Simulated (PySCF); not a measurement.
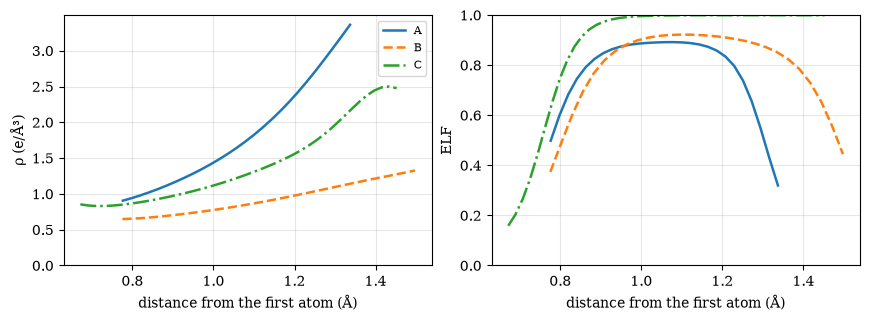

The picture shows: H11NSSi4 (SMILES [SiH3]S[SiH2]N([SiH3])[SiH3]). Electron density and ELF along straight lines between neighbouring atoms. The curves leave out the atomic cores.

Geometry: GFN2-xTB.

Computed with PBE0/pcSseg-1, SCF density, gas phase, non-relativistic in PySCF.

```xyz
17

Si    3.4581   -0.2661   -1.1066
S     1.5080    0.5817   -1.3470
Si    0.4163   -0.4670    0.1643
N    -1.2117    0.1036    0.1769
Si   -2.4811   -1.0589    0.4654
Si   -1.5188    1.8266    0.2911
H     3.3679   -1.7187   -1.2023
H     4.2144    0.3204   -2.1984
H     3.9798    0.1128    0.2023
H     0.4328   -1.8831   -0.1796
H     1.0822   -0.2329    1.4466
H    -2.4548   -1.4575    1.8769
H    -3.7445   -0.4168    0.1231
H    -2.2259   -2.2214   -0.3826
H    -1.3638    2.2332    1.6934
H    -2.8949    2.0262   -0.1535
H    -0.5710    2.5300   -0.5605
```

**Which curve belongs to which contact (Si–H, Si–N and Si–S)? The first atom named is at distance zero.**

Curve A: Si–N (1.73 Å): ρ at the midpoint is about 1.1 e/Å³; the ELF peaks at about 0.90 between the atoms, as expected for a polar covalent bond. Curve B: Si–S (2.14 Å): ρ at the midpoint is about 0.84 e/Å³; the ELF peaks at about 0.90 between the atoms: localised, covalent bonding. Curve C: Si–H (1.45 Å): ρ is about 0.83 e/Å³ halfway; the ELF climbs to about 1 towards the hydrogen, as it does in any bond to H.
